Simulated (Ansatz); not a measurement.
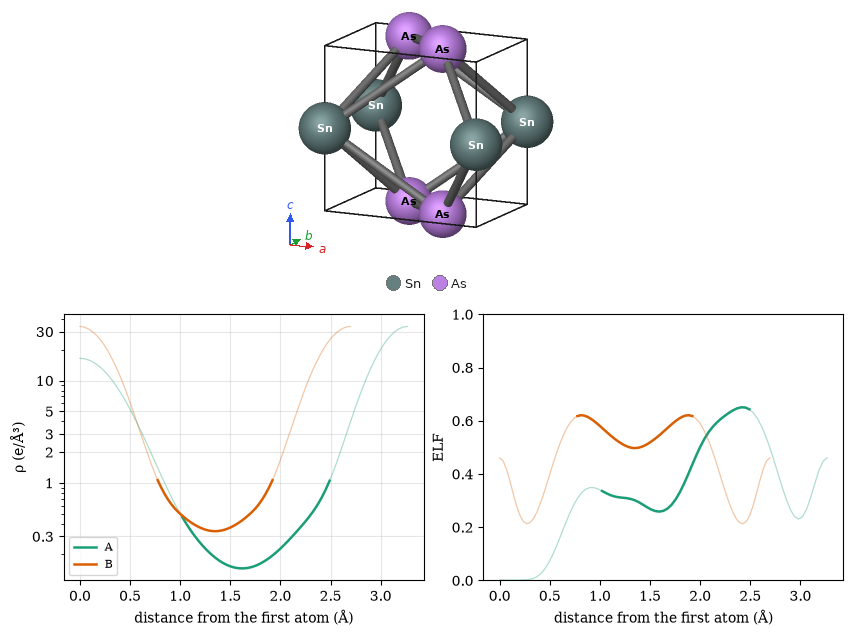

The picture shows: SnAs$_{2}$. Valence electron density and electron localisation function along straight lines between neighbouring atoms. Thin, pale parts lie inside the atomic spheres. The structure is drawn too.

Space group P6/mmm; a structure generated by program, which may or may not match a known phase.

Computed with DFT PBE, scalar-relativistic, plane waves, PAW (Ansatz).

The density is the valence pseudo-density of a PAW calculation; it isn't the true density close to the nuclei.

```cif
data_structure
_symmetry_space_group_name_H-M 'P 1'
_symmetry_Int_Tables_number 1
_cell_length_a 4.6692
_cell_length_b 4.6692
_cell_length_c 3.6882
_cell_angle_alpha 90.000
_cell_angle_beta 90.000
_cell_angle_gamma 120.000
_cell_volume 69.63
loop_
_atom_site_label
_atom_site_type_symbol
_atom_site_fract_x
_atom_site_fract_y
_atom_site_fract_z
_atom_site_occupancy
Sn1 Sn 0.00000 0.00000 0.50000 1
As1 As 0.33333 0.66667 0.00000 1
As2 As 0.66667 0.33333 0.00000 1
```

> Which curve belongs to which contact (As–As and Sn–As)? The first atom named is at distance zero.

Curve A: Sn–As (3.27 Å): the density is about 0.15 e/Å³ at the midpoint; the ELF is about 0.25 at the midpoint. Curve B: As–As (2.70 Å): ρ at the midpoint is about 0.34 e/Å³; the ELF peaks at about 0.60 between the atoms.
